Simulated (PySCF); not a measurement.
**C₄H₁₁GeNO: density, localisation and related maps**

```xyz
18

C     2.6808    0.6516   -0.5450
C     1.8372   -0.5741   -0.7073
O     1.9570   -1.3626   -1.6070
Ge    0.3298   -0.8349    0.6434
N    -1.3126   -0.2102    0.1071
C    -1.9744   -0.8933   -0.9840
C    -1.5386    1.2176    0.0625
H     3.2957    0.5206    0.3451
H     2.0304    1.5094   -0.3740
H     3.3178    0.8206   -1.4110
H     0.5777   -0.0846    1.9374
H     0.0808   -2.3019    0.8676
H    -1.7933   -1.9642   -0.8978
H    -1.6245   -0.5584   -1.9688
H    -3.0511   -0.7130   -0.9265
H    -2.6101    1.4183    0.1458
H    -1.1811    1.6784   -0.8684
H    -1.0303    1.6869    0.9046
```

Geometry: GFN2-xTB.

Computed with PySCF, wB97X-D/def2-SVPD, SCF density, gas phase.

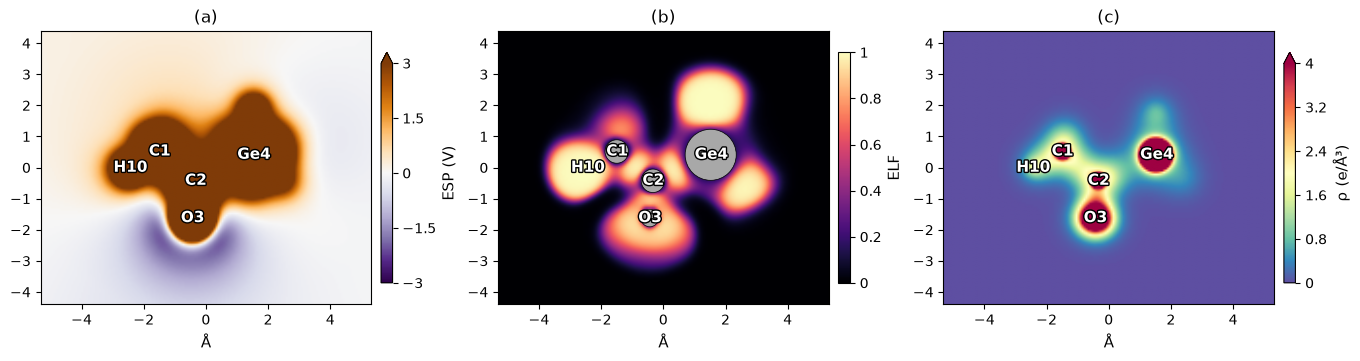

Figure 1. (a) electrostatic potential; (b) ELF; (c) electron density on the plane of atoms C1, C2 and O3. Grey discs cover the atomic cores in the ELF map.

> What does the map show?

The section cuts through C, O, Ge and H sites.
C–O (1.20 Å): ρ at the midpoint is about 3.4 e/Å³; the ELF peaks at about 0.85 between the atoms (a multiple bond).
C–C (1.50 Å): ρ is about 1.8 e/Å³ halfway; the ELF peaks at about 0.95 between the atoms (a shared electron pair).
C–Ge (2.04 Å): ρ is about 0.81 e/Å³ halfway; the ELF peaks at about 0.95 in the valence shell of C, 0.7 Å from its nucleus, and is about 0.75 at the midpoint.
C–H (1.09 Å): ρ is about 2 e/Å³ halfway; the ELF climbs to about 1 towards the hydrogen, as it does in any bond to H; an ordinary covalent bond to hydrogen.
The ELF also peaks beside O3, away from the bonds: lone-pair regions.
Outside the dense part of the molecule the potential is most negative (−2.0 V) near O3.

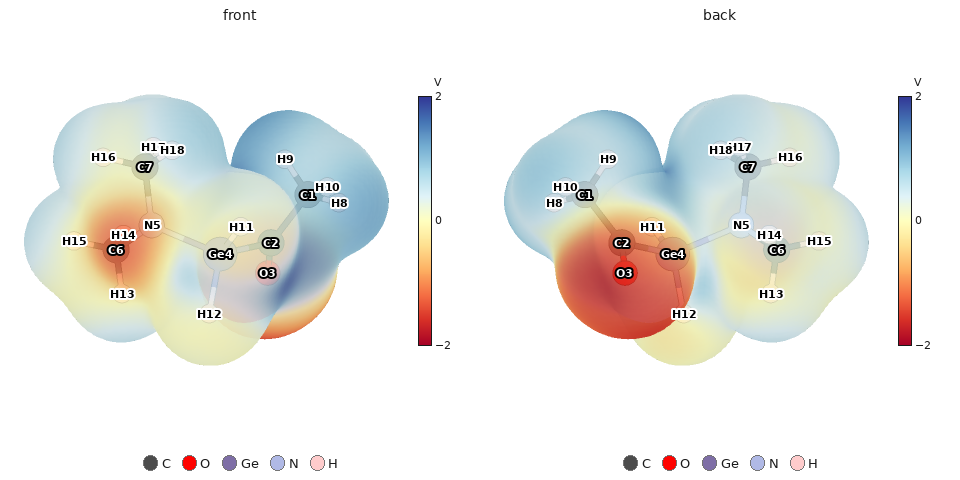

Figure 2. The electrostatic potential painted on the density surface at 0.002 e/bohr³, seen from the front and from behind; the colour scale runs from red (negative) to blue (positive).

> Describe the electrostatic potential map.

The most negative region (about −1.6 V, or −37 kcal/mol for a unit charge) lies over O3, the most positive (about +1.4 V, or +32 kcal/mol for a unit charge) over Ge4. O3 is the likeliest acceptor of a hydrogen bond.

> How polar is the molecule by this calculation?

Its dipole moment is 2.48 D.
